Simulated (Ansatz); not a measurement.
Consider H$_{5}$NOSn.

The calculation's input:

```
crystal:
  periodic: [false, false, false]
  atoms:
    - {symbol: Sn, position_ang: [-0.500237, 0.531307, 0.641887]}
    - {symbol: O, position_ang: [1.316372, -0.538688, -0.167543]}
    - {symbol: N, position_ang: [-1.047840, -0.318553, -1.017666]}
    - {symbol: H, position_ang: [0.520491, -0.722035, -0.851495]}
    - {symbol: H, position_ang: [0.154399, 2.109914, 0.593097]}
    - {symbol: H, position_ang: [-0.720031, 0.032248, 2.267946]}
    - {symbol: H, position_ang: [2.036355, -0.062325, -0.595978]}
    - {symbol: H, position_ang: [-1.759509, -1.031968, -0.870249]}
basis:
  gaussian: {orbitals: def2-TZVPP}
hamiltonian: {xc: pbe0, dispersion: d4}
output: {orbitals: {seedname: orbitals}}
```

Launched as:

```sh
ansatz run in.yaml --threads 4 --pin off --events-out ev --progress --plain --max-ram 9574MiB
```

A transition-state structure; geometry: PBE0-D4/def2-TZVP; core potentials replace the inner electrons of Sn.

Level of theory: RKS PBE0-D4/def2-TZVPP in Ansatz 0.2.0.

**Predict the electron density and electron localisation function between the atoms.**

Sn–N (1.94 Å): the density is about 0.95 e/Å³ at the midpoint; the ELF peaks at about 0.80 in the valence shell of N, 0.6 Å from its nucleus, and drops to about 0.20 between the two atoms.
Sn–O (2.26 Å): ρ at the midpoint is about 0.41 e/Å³; the ELF is about 0.15 at the midpoint.

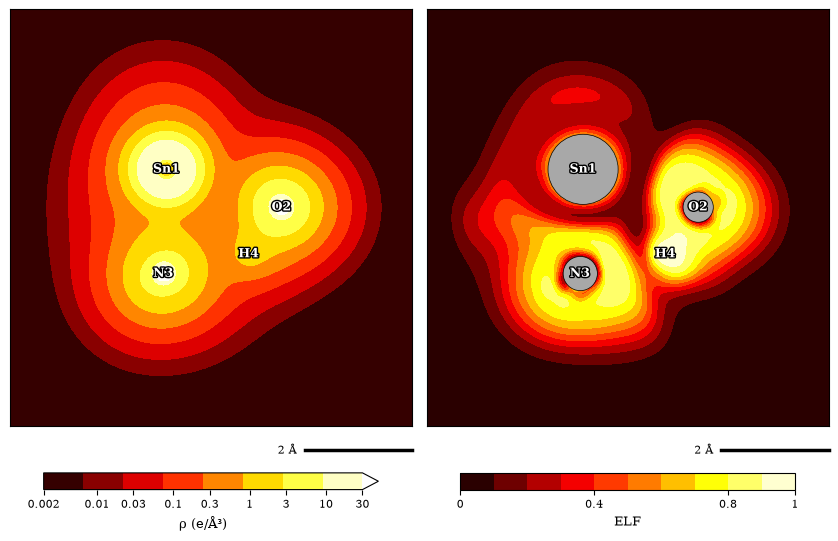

Computed electron density and electron localisation function on the plane of atoms Sn1, O2 and H4, in this order. Grey discs cover the atomic cores in the ELF map. 
